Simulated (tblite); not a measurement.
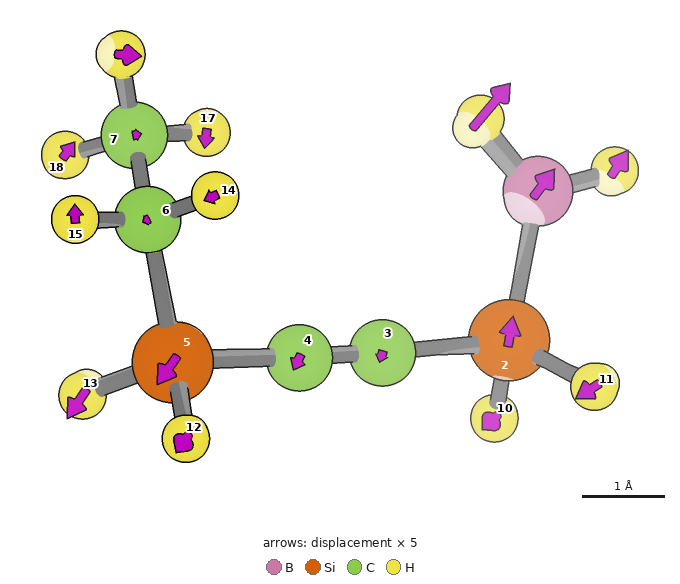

A relaxation of C$_{4}$H$_{11}$BSi$_{2}$. The starting structure is drawn faded, the final one solid; purple arrows show the displacements, 5 times their true length. The two geometries are superimposed by the best rigid fit.

A ball-and-stick model, seen at a tilt.

Level of theory: GFN2-xTB geometry optimisation, gas phase in tblite. 

**Which element moves most?**

Hydrogen: up to 0.17 Å, against 0.10 Å for boron.

**What happened in the run?**

The largest move after the best rigid fit is that of an H atom, 0.17 Å. Largest moves by element: H 0.17 Å, B 0.10 Å, Si 0.09 Å, C 0.05 Å. Among the contacts that change: C–Si 1.865 → 1.907 Å, C–Si 1.811 → 1.850 Å, C–Si 1.824 → 1.858 Å, C–H 1.120 → 1.089 Å. Among the angles between lasting bonds that change: C–Si–H 110.3° → 104.2°, C–Si–H 109.5° → 104.4°, B–Si–H 109.2° → 114.1°. Over 52 geometry steps the energy falls by 0.193 eV. The run took 0.62 s on 1 thread of Arm Neoverse N1, on a shared host.
